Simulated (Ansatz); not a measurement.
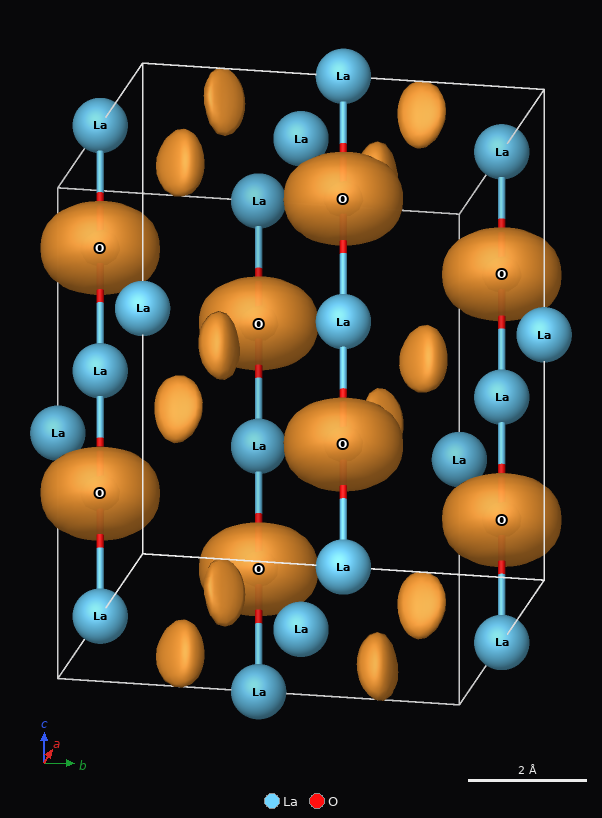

Figure 1: La3O2. Isosurface of the electron localisation function at 0.65 (orange), seen at an oblique angle. Core shells and regions of very low density are left out. Sticks mark near contacts.

Space group I4/mmm; a structure generated by program, which may or may not match a known phase; computed without spin polarisation.

Method: Ansatz 0.2.0, DFT PBE, scalar-relativistic, plane waves, PAW.

In a PAW calculation such maps are meaningful between the atoms, not at the nuclei.

```
CELL_PARAMETERS angstrom
6.95969 0.00000 0.00000
0.00000 6.95969 0.00000
0.00000 0.00000 8.75358
ATOMIC_POSITIONS crystal
La 0.00000 0.50000 0.00000
La 0.50000 0.00000 0.50000
La 0.50000 0.00000 0.00000
La 0.00000 0.50000 0.50000
La 0.00000 0.00000 0.50000
La 0.50000 0.50000 0.00000
O 0.00000 0.50000 0.25000
O 0.50000 0.00000 0.75000
O 0.50000 0.00000 0.25000
O 0.00000 0.50000 0.75000
```

### Describe the localisation domains.

The ELF exceeds this value in four regions wrapped around O (the valence shell of each) and eight pockets between the atoms, centred on no nucleus (multi-centre or interstitial), counted in one cell of 10 atoms. Any copies at cell faces, edges or corners count once. Profiles from the grid: La–O (2.19 Å): the ELF peaks at about 0.85 in the valence shell of O, 0.6 Å from its nucleus, and drops to about 0.30 between the two atoms.
